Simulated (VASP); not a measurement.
Given:

```
AuCl
1.0
    0.00000     2.93057     2.93057
    2.93057     0.00000     2.93057
    2.93057     2.93057     0.00000
Au Cl
1 1
Cartesian
  0.00000   0.00000   0.00000
  1.46529   1.46529   1.46529
```

Computed with PBEsol GGA, VASP's PBE PAW potentials (set 64) (plane waves; VASP). Run with 400 eV cut-off, 12×12×12 Γ-centred mesh, tetrahedra with Blöchl corrections, potentials Au Cl.

Unless said otherwise, spin-orbit coupling is left out, though it shifts the bands of the heavy elements here.

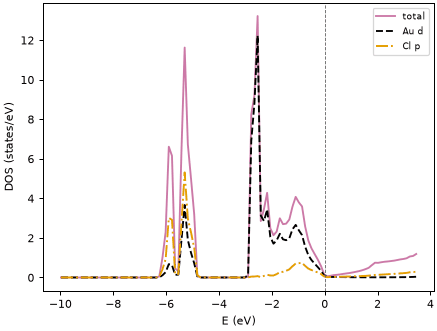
*Total and projected density of states, zero at the Fermi level*

Within 2 eV below the Fermi level the largest weight inside VASP's projection spheres is Au d, then Cl p.

It has no gap at this level: it comes out as a metal or semimetal.

The structure was generated: AuCl was put into the zinc blende type (F-43m), which need not be its known phase. It was relaxed first, which changed the volume by +21 %.
